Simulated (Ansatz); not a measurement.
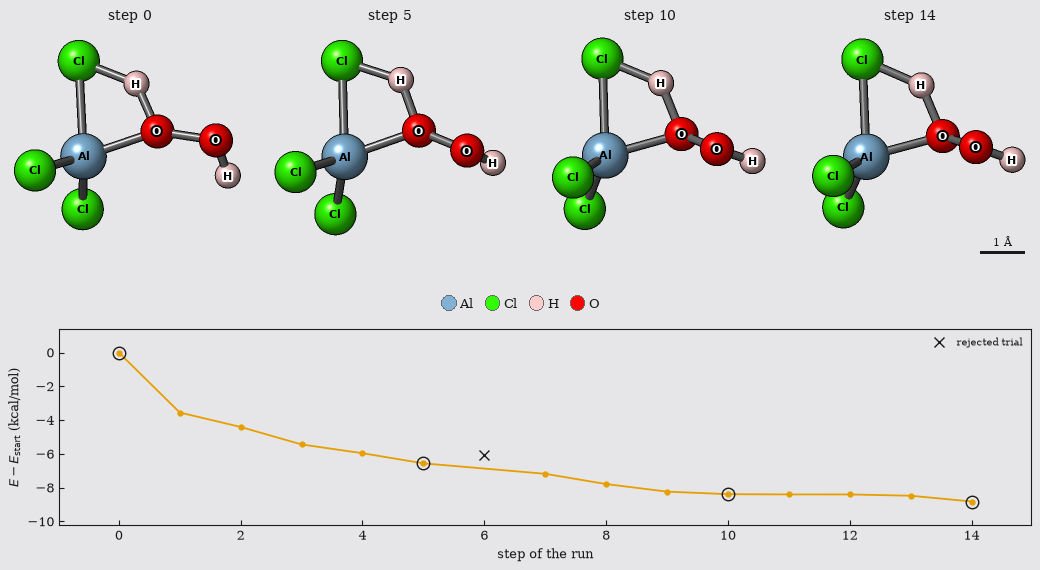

Frames of a constrained relaxation of AlH$_{2}$O$_{2}$Cl$_{3}$, marked on the history of the run. The picture is a ball-and-stick view, seen face on.

The reaction that was planned forms Al1–O6, Cl2–H5 and breaks Al1–Cl2, H5–O6 (atoms numbered from 1 in input order).

Level of theory: Ansatz 0.2.0, RKS PBE0-D4/def2-SVP. (held fixed: the distance between atoms 1 (Al) and 6 (O), the distance between atoms 2 (Cl) and 5 (H), the distance between atoms 1 (Al) and 2 (Cl), the distance between atoms 5 (H) and 6 (O), counting from 1; force threshold 0.04 eV/Å; at most 150 steps)

> Describe the path.

The atom that moves furthest after the best rigid fit is an O atom (0.58 Å). By element the largest moves are O 0.58 Å, H 0.53 Å, Cl 0.46 Å, Al 0.13 Å. Near-neighbour distances that change, for instance: Al–Cl 2.033 → 2.088 Å, O–O 1.416 → 1.412 Å. Among the angles between lasting bonds that change: Al–O–O 152.8° → 118.0°, H–O–O 125.3° → 117.2°, O–O–H 104.7° → 100.3°. After 13 accepted moves (14 points after the start) the energy has fallen by 8.82 kcal/mol. The largest force component goes from 0.9 to 0.022 eV/Å. The line search rejected the trial step at point 6 of the run. From step 0 to 5: an O atom moves most (0.37 Å), energy −6.56 kcal/mol. From step 5 to 10: a Cl atom moves most (0.44 Å), energy −1.83 kcal/mol. From step 10 to 14: an O atom moves most (0.07 Å), energy −0.43 kcal/mol.
